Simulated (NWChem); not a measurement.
# doublet [C2H4Br2]+ at 3 levels

Wanted: a comparison of 3 runs (U-wB97X/def2-SVP, UB2PLYP/def2-SVP, UCAM-B3LYP/def2-SVP) of doublet [C2H4Br2]+. 

Program for the calculation: NWChem 7.3.0.

## 1. The system as given

[C2H4Br2]+: 8 atoms, total charge +1, spin state doublet. SMILES of the parent species: `BrCCBr`. The coordinates come from a PBE0-D4/def2-TZVP relaxation. That shape belongs to the parent species and isn't relaxed for this state.

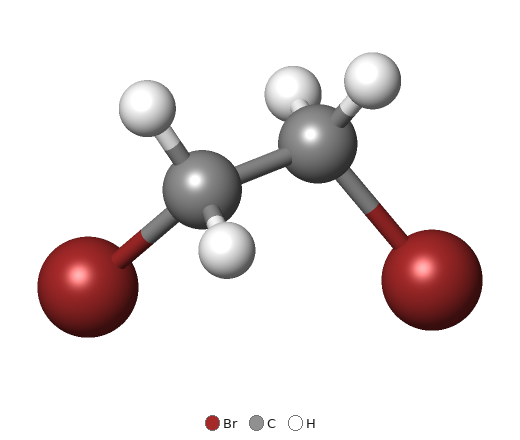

Viewed from a chosen angle; bromine red, carbon grey, hydrogen white.

## 2. The energy at U-wB97X/def2-SVP (run 1)

c2h4br2.xyz reads:

```xyz
8

Br    -2.136900     0.202700    -0.670800
C     -0.454500     0.602500     0.204400
C      0.638500    -0.358800    -0.161400
Br     0.347400    -2.139200     0.546800
H     -0.182100     1.607400    -0.119900
H     -0.654000     0.606100     1.273700
H      0.743700    -0.466600    -1.238600
H      1.582700    -0.019600     0.265800
```

run.py reads:

```python
from ase.io import read
from ase.calculators.nwchem import NWChem

mol = read('c2h4br2.xyz')

calc = NWChem(
    label='c2h4br2',
    theory='dft',
    memory='2200 mb',
    basis='def2-SVP',
    basispar='spherical bse',
    charge=1,
    dft={'xc': 'wb97x', 'mult': '2', 'grid': 'fine', 'convergence': 'energy 1e-08', 'iterations': '100', 'mulliken': None},
    task='energy',
)
mol.calc = calc

print(f"energy = {mol.get_potential_energy():.6f} eV")
```

The run is started by

```sh
$ export ASE_NWCHEM_COMMAND="nwchem PREFIX.nwi > PREFIX.nwo"
$ python run.py
```

The program printed:

```text
energy = -142203.976608 eV
```

The calculator wrote c2h4br2.nwi:

```
title "c2h4br2"

permanent_dir c2h4br2

scratch_dir c2h4br2

start c2h4br2

geometry units angstrom nocenter noautosym noautoz
  Br -2.1368999999999998e+00 2.0269999999999999e-01 -6.7079999999999995e-01
  C  -4.5450000000000002e-01 6.0250000000000004e-01 2.0440000000000000e-01
  C  6.3849999999999996e-01 -3.5880000000000001e-01 -1.6139999999999999e-01
  Br 3.4739999999999999e-01 -2.1392000000000002e+00 5.4679999999999995e-01
  H  -1.8210000000000001e-01 1.6073999999999999e+00 -1.1990000000000001e-01
  H  -6.5400000000000003e-01 6.0609999999999997e-01 1.2737000000000001e+00
  H  7.4370000000000003e-01 -4.6660000000000001e-01 -1.2385999999999999e+00
  H  1.5827000000000000e+00 -1.9599999999999999e-02 2.6579999999999998e-01
end

charge 1

memory 2200 mb

basis spherical bse noprint
   * library def2-SVP
end

dft
  xc wb97x
  mult 2
  grid fine
  convergence energy 1e-08
  iterations 100
  mulliken
end

task dft energy
```

c2h4br2.nwo:

```text
Northwest Computational Chemistry Package (NWChem) 7.3.0
             --------------------------------------------------------

           Job information
           ---------------

    nwchem branch   = 7.3.0
    use scalapack   = T
    input           = c2h4br2.nwi
    prefix          = c2h4br2.
    data base       = c2h4br2/c2h4br2.db
    status          = startup
    nproc           =        1

           Memory information
           ------------------

[... 5 lines left out ...]
    hardfail = no
[... 38 lines left out ...]
            Nuclear Dipole moment (a.u.)
[... 88 lines left out ...]
          Convergence on density requested:  1.00D-05
[... 32 lines left out ...]
          Convergence aids based upon iterative change in
[... 31 lines left out ...]
 2-e energy   =    2437.916654
[... 54 lines left out ...]
           Coulomb energy =     2668.997839654689
[... 821 lines left out ...]
                     DFT Final Beta Molecular Orbital Analysis
[... 922 lines left out ...]
     Multipole analysis of the density
     ---------------------------------

     L   x y z        total         alpha         beta         nuclear
     -   - - -        -----         -----         ----         -------
     0   0 0 0      1.000000    -43.000000    -42.000000     86.000000

     1   1 0 0     -0.559712     57.227750     55.668285   -113.455747
[... 8 lines of this table left out ...]
     2   0 0 2    -31.605429    -70.858917    -67.386148    106.639637

 Task  times  cpu:      598.4s     wall:      598.4s
 Total times  cpu:      598.6s     wall:      598.6s
```

Run time: 10 min. Hardware: 1 thread of AMD EPYC (Zen 3), shared host; peak memory 0.12 GiB.

## 3. The energy at UB2PLYP/def2-SVP (run 2)

c2h4br2.nw reads:

```
start c2h4br2
title "C2H4Br2 energy"
memory 2200 mb
charge 1
geometry noautosym nocenter noautoz
  Br      -2.136900       0.202700      -0.670800
  C       -0.454500       0.602500       0.204400
  C        0.638500      -0.358800      -0.161400
  Br       0.347400      -2.139200       0.546800
  H       -0.182100       1.607400      -0.119900
  H       -0.654000       0.606100       1.273700
  H        0.743700      -0.466600      -1.238600
  H        1.582700      -0.019600       0.265800
end
basis spherical bse
  * library def2-SVP
end
dft
  xc hfexch 0.53 becke88 0.47 lyp 0.73 mp2 0.27
  dftmp2 semidirect
  mult 2
  grid fine
  convergence energy 1e-08
  maxiter 100
  mulliken
  print medium
end
mp2
  freeze core 20
end
task dft energy
```

The run is started by

```sh
$ nwchem c2h4br2.nw > c2h4br2.out
```

The program printed:

```text
Northwest Computational Chemistry Package (NWChem) 7.3.0
             --------------------------------------------------------

           Job information
           ---------------

    nwchem branch   = 7.3.0
    use scalapack   = T
    input           = c2h4br2.nw
    prefix          = c2h4br2.
    data base       = ./c2h4br2.db
    status          = startup
    nproc           =        1

           Memory information
           ------------------

[... 5 lines left out ...]
    hardfail = no
[... 38 lines left out ...]
            Nuclear Dipole moment (a.u.)
[... 104 lines left out ...]
          Convergence on density requested:  1.00D-05
[... 24 lines left out ...]
          Convergence aids based upon iterative change in
[... 31 lines left out ...]
 2-e energy   =    2437.916654
[... 54 lines left out ...]
           Coulomb energy =     2669.525657353752
[... 814 lines left out ...]
                     DFT Final Beta Molecular Orbital Analysis
[... 974 lines left out ...]
 Semi-direct pass number   1 of   1  for UHF beta        at      206.0s
 Done moints_semi at      221.4s
 Done maket at      222.6s
 Done multipass loop at      222.6s

          -------------------------------------------
          DFT energy                   -5224.739124074305
          Unscaled MP2 energy             -0.898949242376
          Total DFT+MP2 energy         -5224.981840369747
          -------------------------------------------

 -----------------------
 Task  times  cpu:      222.5s     wall:      222.5s
 Total times  cpu:      222.6s     wall:      222.6s
```

Wall time 3.7 min (1 thread of AMD EPYC (Zen 3), shared host); peak memory 0.47 GiB.

## 4. A single-point energy at UCAM-B3LYP/def2-SVP (run 3)

run.py reads:

```python
from ase import Atoms
from ase.calculators.nwchem import NWChem

mol = Atoms(['Br', 'C', 'C', 'Br', 'H', 'H', 'H', 'H'], positions=[
    [-2.136900, 0.202700, -0.670800],
    [-0.454500, 0.602500, 0.204400],
    [0.638500, -0.358800, -0.161400],
    [0.347400, -2.139200, 0.546800],
    [-0.182100, 1.607400, -0.119900],
    [-0.654000, 0.606100, 1.273700],
    [0.743700, -0.466600, -1.238600],
    [1.582700, -0.019600, 0.265800],
])

calc = NWChem(
    label='work',
    theory='dft',
    memory='2200 mb',
    basis='def2-SVP',
    basispar='spherical bse',
    charge=1,
    dft={'xc': 'xcamb88 1.00 lyp 0.81 vwn_5 0.19 hfexch 1.00', 'cam': '0.33 cam_alpha 0.19 cam_beta 0.46', 'mult': '2', 'grid': 'fine', 'convergence': 'energy 1e-08', 'direct': None, 'iterations': '100', 'mulliken': None},
    task='energy',
)
mol.calc = calc

e = mol.get_potential_energy()
print(f"E = {e:.6f} eV")
```

The run is started by

```sh
$ export ASE_NWCHEM_COMMAND="nwchem PREFIX.nwi > PREFIX.nwo"
$ python run.py
```

The program printed:

```text
E = -142208.515758 eV
```

The calculator wrote work.nwi:

```
title "work"

permanent_dir work

scratch_dir work

start work

geometry units angstrom nocenter noautosym noautoz
  Br -2.1368999999999998e+00 2.0269999999999999e-01 -6.7079999999999995e-01
  C  -4.5450000000000002e-01 6.0250000000000004e-01 2.0440000000000000e-01
  C  6.3849999999999996e-01 -3.5880000000000001e-01 -1.6139999999999999e-01
  Br 3.4739999999999999e-01 -2.1392000000000002e+00 5.4679999999999995e-01
  H  -1.8210000000000001e-01 1.6073999999999999e+00 -1.1990000000000001e-01
  H  -6.5400000000000003e-01 6.0609999999999997e-01 1.2737000000000001e+00
  H  7.4370000000000003e-01 -4.6660000000000001e-01 -1.2385999999999999e+00
  H  1.5827000000000000e+00 -1.9599999999999999e-02 2.6579999999999998e-01
end

charge 1

memory 2200 mb

basis spherical bse noprint
   * library def2-SVP
end

dft
  xc xcamb88 1.00 lyp 0.81 vwn_5 0.19 hfexch 1.00
  cam 0.33 cam_alpha 0.19 cam_beta 0.46
  mult 2
  grid fine
  convergence energy 1e-08
  direct
  iterations 100
  mulliken
end

task dft energy
```

work.nwo:

```text
Northwest Computational Chemistry Package (NWChem) 7.3.0
             --------------------------------------------------------

           Job information
           ---------------

    nwchem branch   = 7.3.0
    use scalapack   = T
    input           = work.nwi
    prefix          = work.
    data base       = work/work.db
    status          = startup
    nproc           =        1

           Memory information
           ------------------

[... 5 lines left out ...]
    hardfail = no
[... 38 lines left out ...]
            Nuclear Dipole moment (a.u.)
[... 88 lines left out ...]
          Convergence on density requested:  1.00D-05
[... 32 lines left out ...]
          Convergence aids based upon iterative change in
[... 31 lines left out ...]
 2-e energy   =    2437.916654
[... 54 lines left out ...]
           Coulomb energy =     2668.977340246980
[... 816 lines left out ...]
                     DFT Final Beta Molecular Orbital Analysis
[... 922 lines left out ...]
     Multipole analysis of the density
     ---------------------------------

     L   x y z        total         alpha         beta         nuclear
     -   - - -        -----         -----         ----         -------
     0   0 0 0      1.000000    -43.000000    -42.000000     86.000000

     1   1 0 0     -0.566867     57.225952     55.662928   -113.455747
[... 8 lines of this table left out ...]
     2   0 0 2    -31.541669    -70.889381    -67.291925    106.639637

 Task  times  cpu:      558.9s     wall:      558.9s
 Total times  cpu:      559.2s     wall:      559.2s
```

It took 9.4 min on 1 thread of AMD EPYC (Zen 3), shared host; peak memory 0.12 GiB.

## 5. All runs side by side

```
run                level  frozen core orbitals   energy (Eh)  HOMO energy (eV)  LUMO energy (eV)   ⟨S²⟩  wall time
  1     U-wB97X/def2-SVP                     –  -5225.899794            -14.95            -10.74  0.754     10 min
  2     UB2PLYP/def2-SVP                    20  -5224.981840            -13.66            -11.35  0.754    3.7 min
  3  UCAM-B3LYP/def2-SVP                     –  -5226.066604            -14.25            -11.46  0.752    9.4 min
```

## 6. Summary of results

| quantity | value |
| --- | --- |
| run 3: total energy | -5226.06660 Eh |
| run 3: HOMO energy (highest over α and β) | -14.25 eV |
| run 3: LUMO energy (lowest over α and β) | -11.46 eV |
| run 3: ⟨S²⟩ | 0.752 |

In words: Totals of different functionals can't be ranked against each other. All runs together took 23 min, the longest 10 min.
